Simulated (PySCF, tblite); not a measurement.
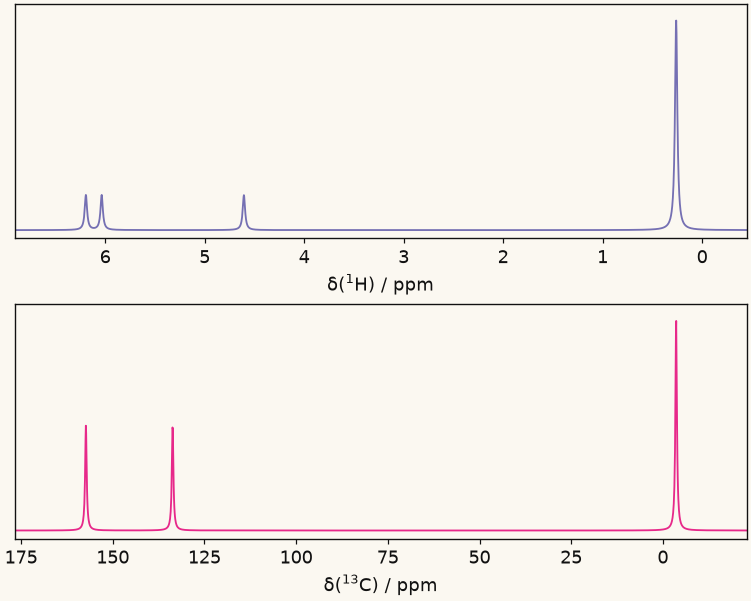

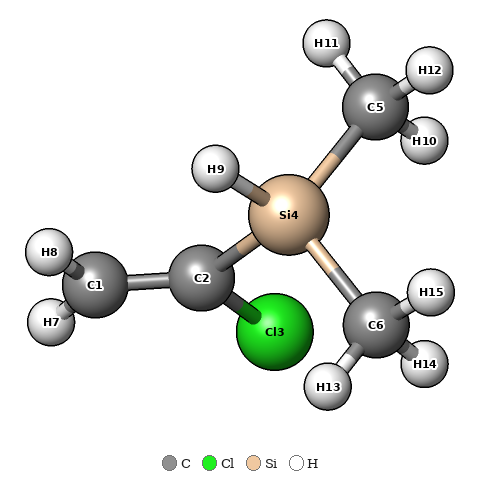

Spectrum and numbered structure of C₄H₉ClSi, SMILES C=C(Cl)[SiH](C)C. GIAO shifts, PBE0/pcSseg-1 in PySCF, at a GFN2-xTB geometry (a minimum by its frequencies), against TMS for ¹H and TMS for ¹³C computed at the same level. Gas phase, fully decoupled, line heights follow the number of nuclei, widths are arbitrary (no quadrupolar broadening); values of one conformer, averaged over methyl-type rotors and exact or near symmetry; other conformers aren't averaged in.

> Assign the ¹H signals to the numbered atoms.

| δ (ppm) | nuclei | atoms |
| --- | --- | --- |
| 6.19 | 1 | H7 |
| 6.04 | 1 | H8 |
| 4.61 | 1 | H9 |
| 0.26 | 6 | H10, H11, H12, H13, H14, H15 |

> Which ¹³C nuclei are the least shielded, and which the most?

Least shielded: C2 at 157.3 ppm. Most shielded: C5 and C6 at −3.6 ppm.

Caveats: the tight-binding geometry is rougher than a DFT one and adds to the error.
